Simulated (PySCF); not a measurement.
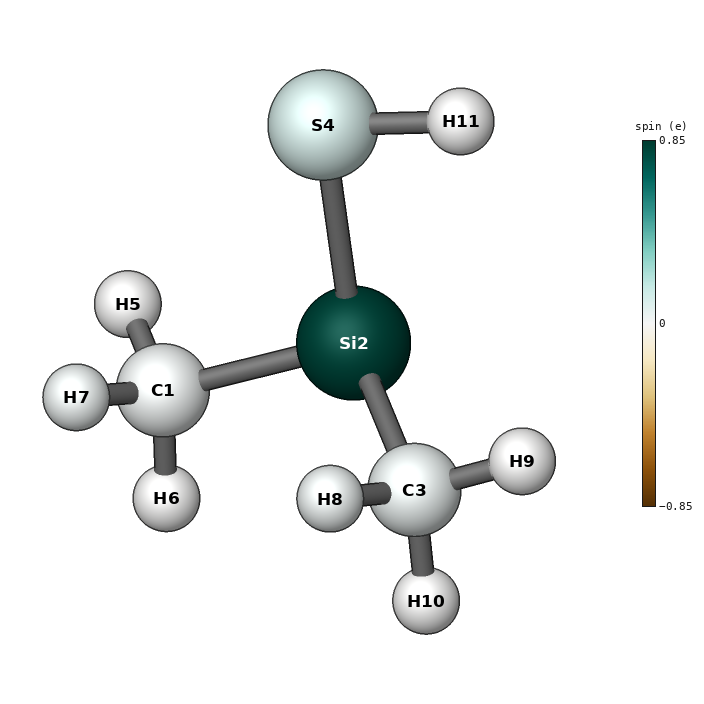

Atoms are coloured by their Mulliken spin populations. The species is neutral and a spin doublet. Computed geometry: GFN2-xTB optimisation. No frequency run is at hand to confirm it as a minimum. Level of theory: UKS B3LYP, pcH-1 on C H S Si, non-relativistic (PySCF 2.14.0).

Which atom carries the largest spin population?

Si2 (0.82 e).

Which atom has the lowest spin population?

H5, H6, H9, H10, H11 (0.00 e).

List the Mulliken spin populations.

```tsv
atom	value (e)
C1	0.01
Si2	0.82
C3	0.03
S4	0.10
H5	0.00
H6	0.00
H7	0.02
H8	0.03
H9	0.00
H10	0.00
H11	0.00
```

Mulliken values depend strongly on the basis set. The geometry is semi-empirical. Around Si such bond lengths and angles can be off by a tenth of an ångström or more and by several degrees, and values that hang on the shape move with them.
